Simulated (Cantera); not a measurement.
Feed: 1 mol B2O3, 2.5 mol O2, 0.42 mol H2, equilibrated at 3.83 Torr.

Cantera equilibrium calculation (NASA polynomials, part measured and part estimated; ideal gas, pure solids and liquids). Candidate condensed phases: B, B2O3, B3O3H3, H2O; 23 gas species. Gases not in the tables: H3BO3. Kinetics and transport are ignored.

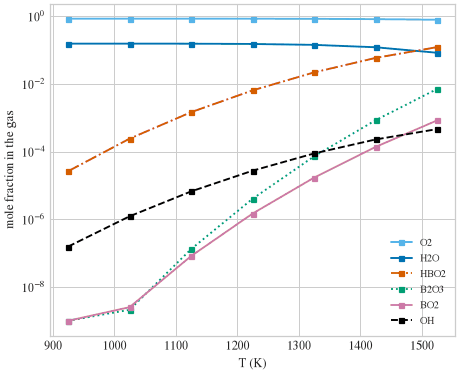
Fig. 1. Equilibrium gas composition (values under 1e-9 drawn at 1e-9)

Task: Read off the mole fractions at 1125 K.

Result: O2 about 0.84, H2O about 0.15, HBO2 about 0.0015, OH about 6.6e-6, B2O3 about 1.3e-7, BO2 about 8.1e-8.
